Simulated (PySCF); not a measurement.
**CH₂BCl₂, doublet, SMILES `[CH2]B(Cl)Cl`: what the electrons do**

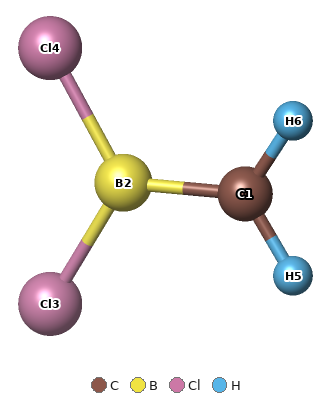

The molecule, with its atoms numbered as below. No frequency check shows the geometry to be a minimum.

Geometry (Å), atoms numbered from 1:

```
C1       0.0003    1.8631    0.0000
B2       0.0000    0.3695    0.0000
Cl3      1.4933   -0.5272    0.0000
Cl4     -1.4935   -0.5270    0.0000
H5       0.9045    2.4482    0.0000
H6      -0.9042    2.4484    0.0000
```

## 1. Bonding charge

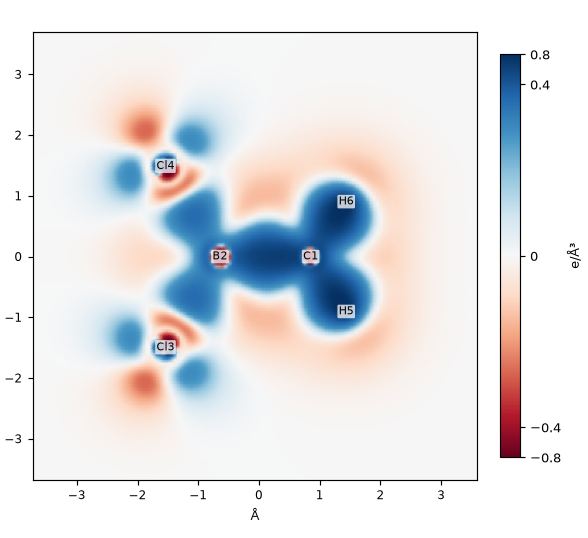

Deformation density (molecule less spherical, spin-averaged free atoms) in the molecular plane; colour scale in e/Å³, logarithmic beyond ±0.1; blue: gain, red: loss.

Computed with PySCF, B3LYP/def2-SVPD, geometry: GFN2-xTB. The stability of the open-shell solution wasn't checked. GFN2-xTB doesn't know the spin state, so this open-shell geometry is rough.

**Describe the bonding that the map shows.**

C1–H5 and C1–H6: +0.73 e/Å³ at the bond critical point (bond length 1.08 Å). C1–B2: +0.52 e/Å³ at the bond critical point (bond length 1.49 Å). B2–Cl3 and B2–Cl4: +0.21 e/Å³ at the bond critical point (bond length 1.74 Å). In all, 1.3 electrons gather in the regions of gain relative to the promolecule.

**Where do the Hirshfeld charges lie?**

The highest Hirshfeld charge is on B2 (+0.13 e), the lowest on C1 (−0.08 e).

```tsv
atom	charge (e)
C1	−0.08
B2	+0.13
Cl3	−0.08
Cl4	−0.08
H5	+0.05
H6	+0.05
```

## 2. Bond critical points

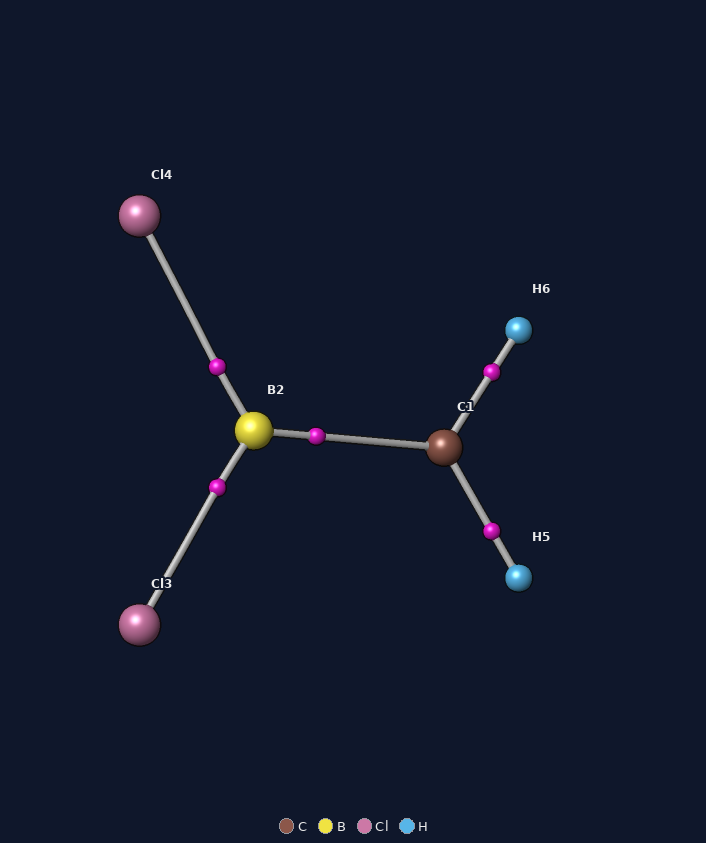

Molecular graph of the electron density (QTAIM): bond paths, bond critical points (magenta), ring points (cyan, if any); weak paths are dashed.

**How many critical points of each kind are there, and does the count close?**

6 nuclei, 5 bond, 0 ring and 0 cage critical points: 6 − 5 + 0 − 0 = 1, as the Poincaré–Hopf relation requires.

**Tabulate density, Laplacian, ellipticity and energy density at the bond critical points (atomic units).**

```
            bond  length (Å)  ρ (a.u.)  ∇²ρ (a.u.)     ε  H (a.u.)
 C1–H5 (2 alike)       1.077     0.286       −1.12  0.01    −0.319
           C1–B2       1.494     0.207       −0.05  0.03    −0.226
B2–Cl3 (2 alike)       1.742     0.148       +0.02  0.12    −0.142
```

**What kind of interaction is C1–H5?**

Shared-shell (covalent): ρ = 0.286, ∇²ρ = −1.12, H = −0.319 a.u.

## 3. Local ionisation energy

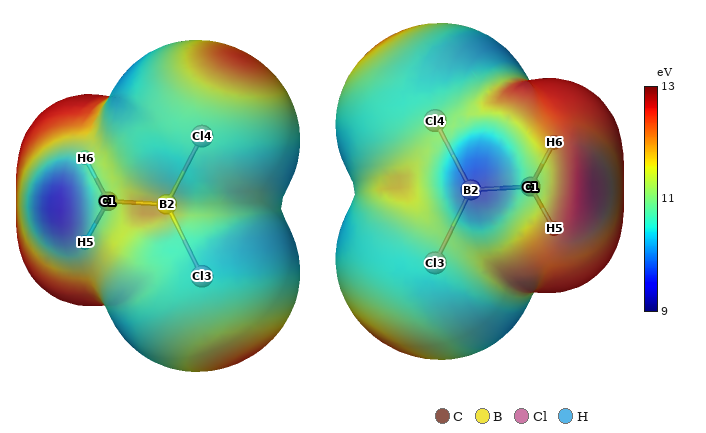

Average local ionisation energy on the surface of electron density 0.001 a.u. (back view left, front view right).

**Where are the most loosely bound electrons on this surface?**

The lowest value is 9.6 eV, off the molecular plane, over C1 (2.0 Å), and at like points elsewhere. Further minima include 10.1 eV, 2.1 Å from Cl3, and at like points elsewhere; 10.1 eV, 2.1 Å from Cl4. For comparison, the highest occupied orbital lies at −7.7 eV.

## 4. Spin density

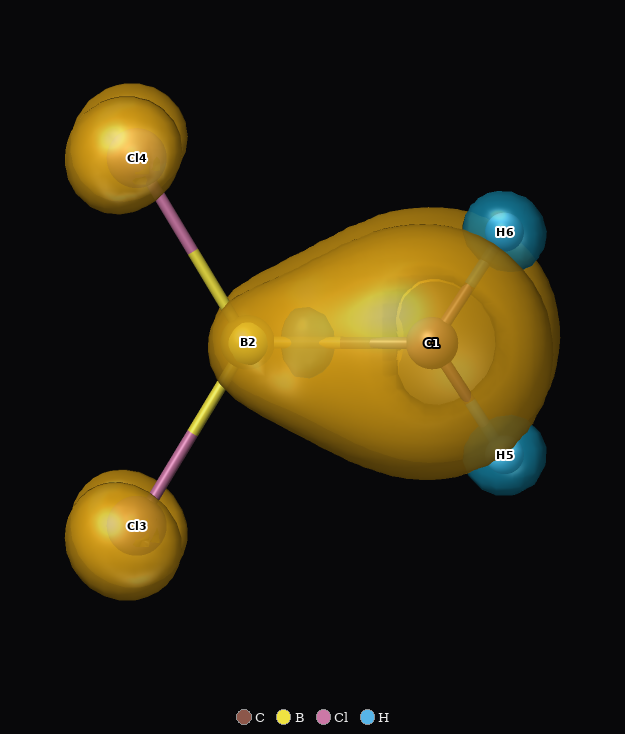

Spin density ρα − ρβ at ±0.02 e/Å³ (yellow: excess α, teal: excess β).

**Give the atomic spin populations that go with this picture.**

Hirshfeld spin populations: C1 +0.65, B2 +0.14, Cl3 and Cl4 +0.06 and H5 and H6 +0.04. ⟨S²⟩ = 0.75, as for a pure state.

## 5. Removing or adding an electron

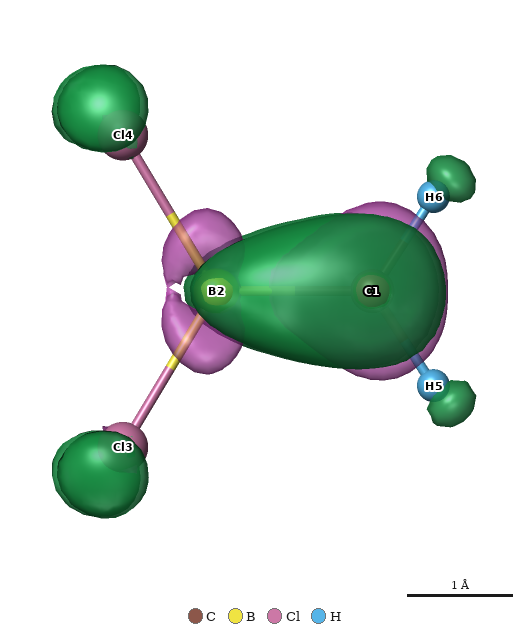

Fukui function f⁺ = ρ(N+1) − ρ(N) at fixed geometry, surfaces at ±0.04 e/Å³ (green positive, purple negative).

Computed with PySCF, BLYP/def2-SVP, geometry: GFN2-xTB. GFN2-xTB doesn't know the spin state, so this open-shell geometry is rough.

**On which atoms does the density change most on addition of an electron?**

f⁺ (Hirshfeld-condensed) is largest on C1 (0.29), B2 (0.18) and Cl3 and Cl4 (0.17 each); the vertical electron affinity is 1.35 eV (to the singlet anion, which needn't be its lowest state; the anion's highest orbital has positive energy, so this value and f⁺ depend on the basis). Condensed values hint at sites of nucleophilic attack but needn't mark the atom that reacts. Orbital relaxation makes it negative in places (0.17 e in all).

```csv
atom,f⁺,charge
C1,+0.29,−0.09
B2,+0.18,+0.09
Cl3,+0.17,−0.05
Cl4,+0.17,−0.05
H5,+0.09,+0.04
H6,+0.09,+0.04
```

The PySCF runs shown took 12 s and 17 s on 1 thread of Intel(R) Xeon(R) Platinum 8488C (Sapphire Rapids), with other jobs on the host.
